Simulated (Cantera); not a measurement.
A closed system holds: 1 mol Si₃N₄, 0.31 mol C, 2.9 mol N₂, equilibrated at 37.0 mbar.

Equilibrium computed with Cantera from the NASA thermochemical tables; the gas is ideal and each condensed phase is pure. Candidate condensed phases: C, Si, SiC, Si₃N₄; 20 gas species. Mutual solubility and eutectic melting of coexisting phases are not modelled. The tables' values for SiN are old estimates; treat these amounts as uncertain. The numbers say what is thermodynamically allowed, not how fast it happens.

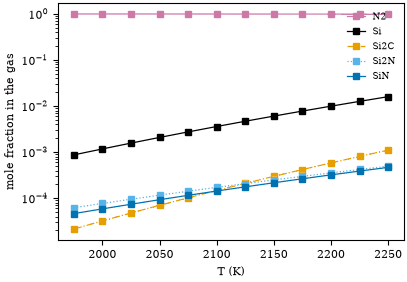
Figure: Equilibrium gas composition (values under 1e-9 drawn at 1e-9)

Q: Read off the mole fractions at 2200 K.

A: N₂ about 0.99, Si about 0.0100, Si₂C about 0.00058, Si₂N about 0.00036, SiN about 0.00032.
